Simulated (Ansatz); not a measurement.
# How Ag(100) screens a field, part 2 of 2

Where does the screening charge of Ag(100) sit?

Ansatz 0.2.0; plane-wave DFT, r2SCAN, Ansatz PAW.

So far. Step 8 (Single point, field -0.2 V/Å): The dipole is -0.105 e·Å.

### Step 9. Atoms held, field 0.4 V/Å

The input, input.yaml:

```yaml
crystal:
  lattice:
    - [2.8920667351, 0.0, 0.0]
    - [0.0, 2.8920667351, 0.0]
    - [0.0, 0.0, 26.18]
  atoms:
    - { symbol: Ag, position: [0.0, 0.0, 0.3437738732] }
    - { symbol: Ag, position: [0.5, 0.5, 0.4218869366] }
    - { symbol: Ag, position: [0.0, 0.0, 0.5] }
    - { symbol: Ag, position: [0.5, 0.5, 0.5781130634] }
    - { symbol: Ag, position: [0.0, 0.0, 0.6562261268] }
kpoints:
  mp_grid: { grid: [18, 18, 1] }
hamiltonian:
  xc: r2scan
scf:
  occupations: { method: fermi_dirac, width: 0.1 }
  convergence: { dr2_threshold: 1.0e-10 }
efield:
  axis: 3
  dipole_correction: true
  ramp_position: 0.97
  ramp_width: 0.06
  amplitude: 0.4
output:
  forces: true
  write_potential: true
  write_density: true
  volumetric_format: npy
  elf: true
```

The run is started by

```
> ansatz run input.yaml --threads 4 --pin off --max-ram 6144MiB --backend cpu --events-out ev --progress --plain --runs-dir out
```

Numbers of over 12 decimals in the logs are rounded to 6 here.

Log:

```text
[...]
Crystal: 5 atoms, lattice volume = 218.971 Å³
Basis set: ecut = 500 eV, 5623 PW (Γ), exchange–correlation on 96×96×768 points (64 copies of the dense FFT grid, shifted against one another)
Bands: 57, of which v1, the nominal top of the filled ones, is band 48 counted from 1 (47 counted from 0)
Symmetry: 8 space group operations
k-points: 55 of 324
[...]
k-point 0: bands = [... 44 lower, 0.8502, 0.9018, 1.0224, 1.0224, 2.2515, 4.3915, 5.6617, 7.0614, ... 5 higher]
  k-point 1: bands = [... 44 lower, 0.8157, 0.8800, 0.9141, 1.0309, 2.3775, 4.4933, 5.7918, 7.1194, ... 5 higher]
  k-point 2: bands = [... 44 lower, 0.7825, 0.8680, 0.9777, 1.0350, 2.6866, 4.7796, 6.1544, 7.2940, ... 5 higher]
  k-point 54: bands = [... 44 lower, 1.3913, 6.5785, 6.5785, 8.1153, 8.1153, 10.0889, 10.0889, 11.2163, ... 5 higher]
[key lines of the parts left out:]
SCF converged after 17 iterations
Free energy (F): -38018.737946 eV
Fermi energy:    4.223618 eV
Dipole field:    D = 0.173507 V/Å  (p = 0.209963 e·Å, saw-weighted, corrected)
```

Wall time 2 min (4 threads of Arm Neoverse N1, shared host); peak memory 1.2 GiB; 7.9 min of CPU time.

Running mean over 2.045 Å of the planar mean, with the applied field; the ramp of the sawtooth is left out. Table of electron's electrostatic potential energy less the Fermi level by z:

| z (Å) | electron's electrostatic potential energy less the Fermi level (eV) |
| --- | --- |
| 4 | 2.83 |
| 6 | 3.57 |
| 8 | -1.29 |
| 10 | -5.99 |
| 12 | -6.04 |
| 14 | -6.03 |
| 16 | -5.99 |
| 18 | -2.44 |
| 20 | 4.64 |
| 22 | 5.49 |

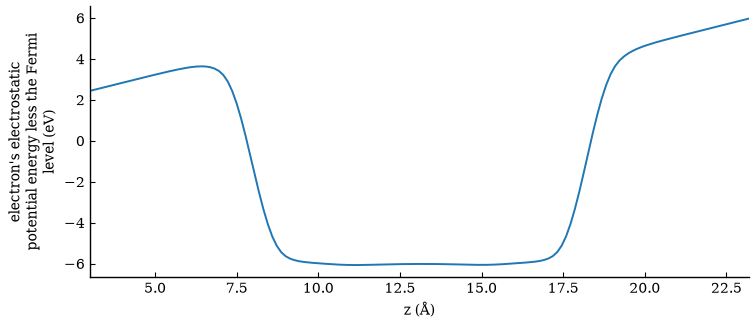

Electron's electrostatic potential energy less the Fermi level against z.

The dipole is 0.210 e·Å.

### Step 10. The response

This step: plane-wave DFT, r2SCAN, Ansatz PAW; screening of a field by a metal slab (Ansatz 0.2.0).

The dipoles give the slope, and the difference of two potentials shows where the field is screened.

Numbers from this step:

```
equivalent conductor thickness p/(ε₀AE)      : 11.34 Å
distance between the outer atoms             : 8.180 Å
inner field over outer field                 : 0.006372
image plane, upper face                      : 1.661 Å
induced electrons on the upper face over ε₀E : -0.9859
image plane, lower face                      : 1.661 Å
induced electrons on the lower face over ε₀E : 0.9859
```

The dipole of the cell by applied field:

| applied field (V/Å) | dipole of the cell (e·Å) |
| --- | --- |
| -0.200 | -0.105 |
| -0.100 | -0.0524 |
| -0.050 | -0.0262 |
| 0.000 | -5.3e-7 |
| 0.050 | 0.0262 |
| 0.100 | 0.0524 |
| 0.200 | 0.105 |
| 0.400 | 0.210 |

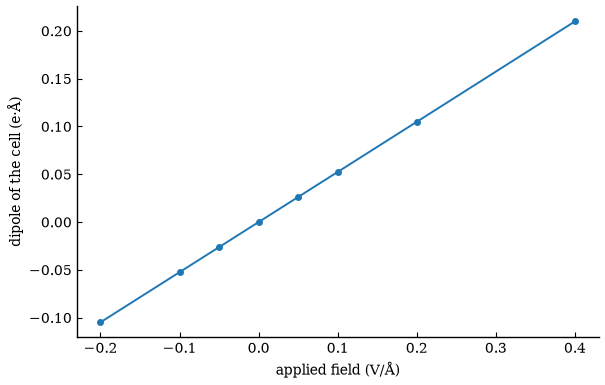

Dipole of the cell, plotted against applied field.

Local field over the applied field, running mean. From the potentials at -0.05 and 0.05 V/Å; running mean over 2.045 Å. The local field over applied field by z:

| z (Å) | local field over applied field |
| --- | --- |
| 5 | 0.990 |
| 6 | 0.936 |
| 7 | 0.705 |
| 8 | 0.275 |
| 9 | -0.00135 |
| 10 | -0.00321 |
| 11 | 0.00964 |
| 12 | 0.00304 |
| 13 | 0.00871 |
| 14 | 0.00376 |
| 15 | 0.00788 |
| 16 | 0.00133 |
| 17 | -0.0136 |
| 18 | 0.204 |
| 19 | 0.634 |
| 20 | 0.913 |
| 21 | 0.986 |
| 22 | 0.998 |

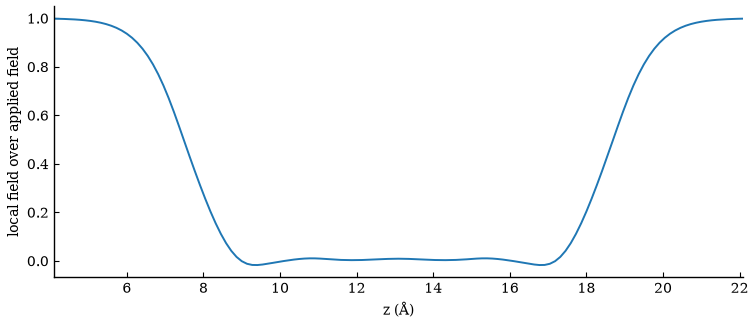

Local field over applied field, plotted against z.

Electrons, planar mean, per unit field. Table of induced electron density by z:

| z (Å) | induced electron density (e/Å³ per V/Å) |
| --- | --- |
| 5 | 6.1e-5 |
| 6 | 4.0e-4 |
| 7 | 0.00192 |
| 8 | 0.00375 |
| 9 | 1.5e-4 |
| 10 | -4.9e-4 |
| 11 | 2.5e-4 |
| 12 | -8.9e-5 |
| 13 | -6.6e-6 |
| 14 | 1.8e-4 |
| 15 | -1.9e-4 |
| 16 | 2.2e-4 |
| 17 | 1.1e-4 |
| 18 | -0.00313 |
| 19 | -0.00239 |
| 20 | -5.5e-4 |
| 21 | -8.6e-5 |
| 22 | -1.1e-5 |

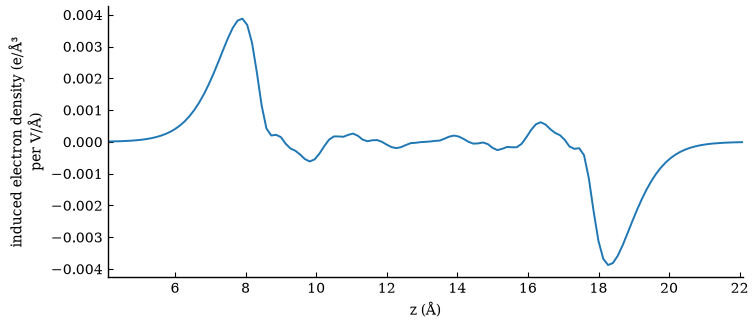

Induced electron density against z.

By hand: between -0.05 and 0.05 V/Å the dipole changes by 0.05243 e·Å, a slope of 0.5243 e·Å²/V. A perfect conductor of thickness t has p = ε₀AEt, so t = 180.95 × 0.5243 / 8.364 = 11.34 Å (e/ε₀ = 180.95 V·Å, A in Å²). Less the 8.18 Å between the outer atoms, and halved, that puts each image plane 1.58 Å out.

The induced dipole is that of a conductor 11.34 Å thick.

### Step 11. A changed input: scf.lower_state_search = "light"

This step: plane-wave DFT, r2SCAN, Ansatz PAW (Ansatz 0.2.0).

A run with a changed input: it repeats the earlier run at 0.05 V/Å with scf.lower_state_search to light.

input.yaml: that of step 9 with these lines changed.

```diff
@@ -18,2 +18,3 @@
   convergence: { dr2_threshold: 1.0e-10 }
+  lower_state_search: light
 efield:
@@ -23,3 +24,3 @@
   ramp_width: 0.06
-  amplitude: 0.4
+  amplitude: 0.05
 output:
@@ -29,2 +30 @@
   volumetric_format: npy
-  elf: true
```

Log:

```text
[...]
Crystal: 5 atoms, lattice volume = 218.971 Å³
Basis set: ecut = 500 eV, 5623 PW (Γ), exchange–correlation on 96×96×768 points (64 copies of the dense FFT grid, shifted against one another)
Bands: 57, of which v1, the nominal top of the filled ones, is band 48 counted from 1 (47 counted from 0)
Symmetry: 8 space group operations
k-points: 55 of 324
[...]
SCF iter   1: F=—  HF=-38018.726960 eV  |F-HF|=—  |Δ(HF+E_count)|=         —  Δρ=7.13e-3  dr2=4.91e-1  dr2_τ=3.69e-3  ethr=1.77e-3  p=0.000 e·Å  D=5.97e-14 V/Å  ΔV_dip=-0.00 eV  dr2_dipole=2.39e-1  V_vac-E_F(+/−)=4.84/3.64 eV  ⟨swp⟩=7.9  Hψ=13012  notcnv=0  defer=44
[...]
SCF iter  13: F=-38018.696633 eV  HF=-38018.696633 eV  |F-HF|=1.16e-10  |Δ(HF+E_count)|=  2.76e-10  Δρ=1.52e-8  dr2=4.76e-13  dr2_τ=3.63e-14  ethr=1.00e-12  p=0.026 e·Å  D=2.17e-2 V/Å  ΔV_dip=-0.57 eV  dr2_dipole=6.04e-14  V_vac-E_F(+/−)=4.48/3.85 eV  ⟨swp⟩=7.8  Hψ=15838  notcnv=0
SCF 1 converged in 13 iterations: F = -38018.696633 eV  dr2 = 4.76e-13
[...]
SCF converged after 13 iterations
[...]
Free energy (F): -38018.696633 eV
[...]
Internal energy: -38018.653822 eV  (E = F + TS)
E sigma→0 (E₀):  -38018.675228 eV
Entropy (-TS):   -0.042811 eV (-8.562 meV/atom)
Fermi energy:    4.236254 eV
Dipole field:    D = 0.021664 V/Å  (p = 0.026216 e·Å, saw-weighted, corrected)
Work function:   not extracted (applied field tilts the vacuum); planar V_es + V_field profile in the machine report
[...]
--- Forces (eV/Å), atoms counted from 1 ---
  atom   1  Ag     0.00000000     0.00000000     0.07629883
  atom   2  Ag     0.00000000     0.00000000    -0.14071097
  atom   3  Ag     0.00000000     0.00000000    -0.00053156
  atom   4  Ag     0.00000000     0.00000000     0.14248024
  atom   5  Ag     0.00000000     0.00000000    -0.07753616
  max |Σ_I F_I| component: 3.69e-7 eV/Å
--- Band table (eV; the first three rows and the last of 55) ---
  k-point 0: bands = [... 44 lower, 0.8627, 0.9131, 1.0345, 1.0345, 2.2645, 4.4150, 5.6766, 8.2744, ... 5 higher]
  k-point 1: bands = [... 44 lower, 0.8280, 0.8915, 0.9260, 1.0430, 2.3905, 4.5167, 5.8084, 8.3302, ... 5 higher]
  k-point 2: bands = [... 44 lower, 0.7938, 0.8800, 0.9893, 1.0471, 2.6998, 4.8027, 6.1768, 8.4974, ... 5 higher]
  k-point 54: bands = [... 44 lower, 1.3957, 6.5907, 6.5907, 8.1268, 8.1268, 10.1006, 10.1006, 11.2289, ... 5 higher]
```

Wall time 2.1 min (4 threads); peak memory 1.3 GiB; 6.6 min of CPU time.

This step gave:

| Property | Result |
| --- | --- |
| energy at zero smearing | -38018.6752 eV |
| dipole along the normal | 0.02622 e·Å |

Force by atom:

| atom | x (eV/Å) | y (eV/Å) | z (eV/Å) | size |
| --- | --- | --- | --- | --- |
| Ag1 | 0.000 | 0.000 | 0.076 | 0.076 |
| Ag2 | 0.000 | 0.000 | -0.141 | 0.141 |
| Ag3 | 0.000 | 0.000 | -0.001 | 0.001 |
| Ag4 | 0.000 | 0.000 | 0.142 | 0.142 |
| Ag5 | 0.000 | 0.000 | -0.078 | 0.078 |

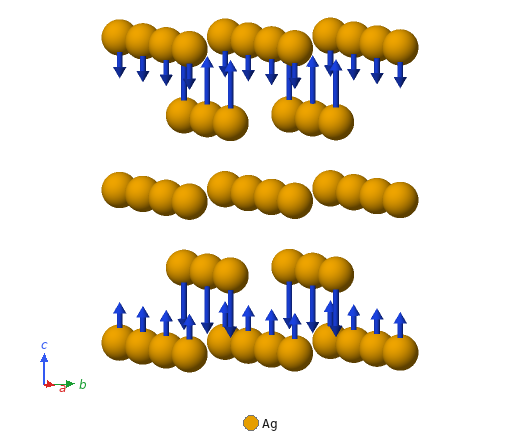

Force as arrows, the longest 0.142 eV/Å. 3×2×1 cells are drawn. Some periodic images of atoms are drawn too.

| quantity | this run | earlier run | difference |
| --- | --- | --- | --- |
| dipole along the normal (e·Å) | 0.02622 | 0.02622 | 0 |

The dipole moves by under 0.5 % or 5e-5 e·Å.

### Step 12. A changed input

An input spoilt on purpose, to show how the run answers: it repeats the earlier run at 0.05 V/Å with efield.amplitude from 0.05 to 0 and efield.dipole_correction from true to false, and scf.max_iter set to 50.

input.yaml: that of step 11 with these lines changed.

```diff
@@ -18,9 +18,9 @@
   convergence: { dr2_threshold: 1.0e-10 }
-  lower_state_search: light
+  max_iter: 50
 efield:
   axis: 3
-  dipole_correction: true
+  dipole_correction: false
   ramp_position: 0.97
   ramp_width: 0.06
-  amplitude: 0.05
+  amplitude: 0
 output:
```

Log:

```text
Error: invalid value for `efield.amplitude`: is zero with dipole_correction: false — the section would apply nothing; set a non-zero amplitude, enable dipole_correction, or remove the block
```

Wall time 0.03 s (4 threads); peak memory 0.03 GiB.

The program refused the input before any cycle.

The program's message: “Error: invalid value for `efield.amplitude`: is zero with dipole_correction: false — the section would apply nothing; set a non-zero amplitude, enable dipole_correction, or remove the block”

The fault put into the input: a field block that applies nothing.

### Step 13. Summary of results

| Quantity | Value |
| --- | --- |
| work function | 4.18 eV |
| image plane, upper face | 1.66 Å |
| induced electrons on the upper face over ε₀E | -0.986 |
| equivalent conductor thickness p/(ε₀AE) | 11.3 Å |
| inner field over outer field | 0.00637 |

In words: The induced charge has its centre 1.66 Å outside the outermost atoms; this is the plane from which a capacitor's gap or an image potential counts. The equivalent conductor thickness exceeds the distance between the outer atoms by 3.16 Å, about the sum of the two image-plane distances. In the middle of the slab the field is screened to under 2 % of its outer value. The atoms are held at bulk positions with the tabulated experimental lattice constant.

[Logs are printed without paths, hosts, clocks, repeated set-up lines and the standing remarks that a program may print on its own settings, such as how far it seeks lower states.]

[Hosts, paths, dates, database ids (printed as entryN), source tags and the programs' standing remarks are cut or masked in the printed files.]

[Maps of the electrostatic potential energy from Ansatz leave out the sawtooth potential of an applied field or a dipole correction, so their vacuum need not be flat; planar profiles and work functions include it.]
